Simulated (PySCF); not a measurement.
**SiH3 (silyl radical) at UPBE0/SBKJC (core potential)**

What is the vertical doublet–quartet gap of SiH3 (silyl radical) at UPBE0/SBKJC (core potential)? Input form: a Python script.

The calculation is run with PySCF 2.14.0.

11 further runs of the same task are left out: 1 that didn't finish, 10 set aside as unsound or not needed.

**1. The molecule**

The species is SiH3 (4 atoms), meant as a doublet with charge 0. SMILES: `[SiH3]`. The coordinates come from a GFN2-xTB relaxation.

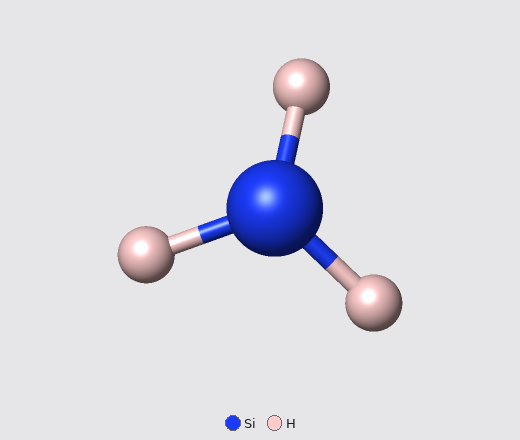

The structure, seen from a chosen angle (silicon blue, hydrogen pink).

**2. The energy at UPBE0/SBKJC (core potential)**

File run.py:

```python
# [SiH3]
from pyscf import gto, dft

molecule = gto.M(
    atom='''
Si   0.206560  -0.018900  -0.115090
H    0.587110   0.661780   1.105640
H   -0.194960  -1.401590   0.043390
H   -0.598710   0.758710  -1.033940
''',
    ecp={'Si': 'sbkjc'},
    basis='sbkjc',
    spin=1,
    verbose=3,
    max_memory=1860,
    charge=0,
)

mf = dft.UKS(molecule)
mf.xc = 'pbe0'
mf.conv_tol = 1e-10
mf.grids.level = 5
mf.kernel()
if not mf.converged:
    mf = mf.newton().run(mf.mo_coeff, mf.mo_occ)

etot = mf.e_tot
print('E(%s) = %.9f' % ('PBE0', etot))
```

The run is started by

```sh
$ OMP_NUM_THREADS=1 python run.py
```

Log:

```text
converged SCF energy = -5.56158482594401  <S^2> = 0.75266105  2S+1 = 2.0026593
E(PBE0) = -5.561584826
```

Wall time 2.9 s (1 thread of Intel Xeon Platinum 8259CL at 2.50GHz (Skylake/Cascade Lake), shared host); peak memory 0.18 GiB.

**3. The quartet, same level**

File run.py:

```python
from pyscf import gto, dft

molecule = gto.M(
    atom='''
Si       0.206560      -0.018900      -0.115090
H        0.587110       0.661780       1.105640
H       -0.194960      -1.401590       0.043390
H       -0.598710       0.758710      -1.033940
''',
    ecp={'Si': 'sbkjc'},
    basis='sbkjc',
    verbose=3,
    charge=0,
    spin=3,
    max_memory=1860,
)

mf = dft.UKS(molecule, xc='pbe0')
mf.conv_tol = 1e-10
mf.grids.level = 5
mf.kernel()
if not mf.converged:
    mf = mf.newton().run(mf.mo_coeff, mf.mo_occ)

e_tot = mf.e_tot
print(f'total energy: {e_tot:.8f} hartree')
```

The run is started by

```sh
$ OMP_NUM_THREADS=1 python run.py
```

Log:

```text
WARN: HOMO 0.0997798382776744 >= LUMO -0.323639740935558

WARN: HOMO -0.0690837360129349 >= LUMO -0.400538967642396

WARN: HOMO -0.0379058644013315 >= LUMO -0.321626018649211

WARN: HOMO -0.0398334142001299 >= LUMO -0.306400358649559

WARN: HOMO -0.0409993410468882 >= LUMO -0.293740908471663

WARN: HOMO -0.0422192177977367 >= LUMO -0.287478238522198

WARN: HOMO -0.0418074579433475 >= LUMO -0.282227280735966

WARN: HOMO -0.0414244281931317 >= LUMO -0.281754168729632

WARN: HOMO -0.0415877569836821 >= LUMO -0.281455897678032

WARN: HOMO -0.0415424033283062 >= LUMO -0.281586876112338

WARN: HOMO -0.0415588290189024 >= LUMO -0.281580046679804

WARN: HOMO -0.0415695719859193 >= LUMO -0.281603521118119

WARN: HOMO -0.0415652238162132 >= LUMO -0.28160115981872

WARN: HOMO -0.0415665771872348 >= LUMO -0.281600929157652

WARN: HOMO -0.0415662859328072 >= LUMO -0.281599649616477

WARN: HOMO -0.0415663350879744 >= LUMO -0.281599565014949

WARN: HOMO -0.0415663188650076 >= LUMO -0.281599523300213

converged SCF energy = -5.204344350507  <S^2> = 3.7516091  2S+1 = 4.0008045
total energy: -5.20434435 hartree
```

It took 4.5 s on 1 thread of Intel Xeon Platinum 8259CL at 2.50GHz (Skylake/Cascade Lake), shared host; peak memory 0.18 GiB.

**4. What came out**

Level: UPBE0/SBKJC (core potential).

```
                                        quantity        value
                           doublet: total energy  -5.56158 Eh
                          doublet: dipole moment       0.40 D
     doublet: HOMO energy (highest over α and β)     -5.97 eV
      doublet: LUMO energy (lowest over α and β)     -2.18 eV
                                   doublet: ⟨S²⟩        0.753
                           quartet: total energy  -5.20434 Eh
                          quartet: dipole moment       0.51 D
     quartet: HOMO energy (highest over α and β)     -1.13 eV
                                   quartet: ⟨S²⟩        3.752
vertical energy of the quartet above the doublet     9.721 eV
```

In words: At this shape the quartet lies 9.72 eV (224 kcal/mol) above the doublet.
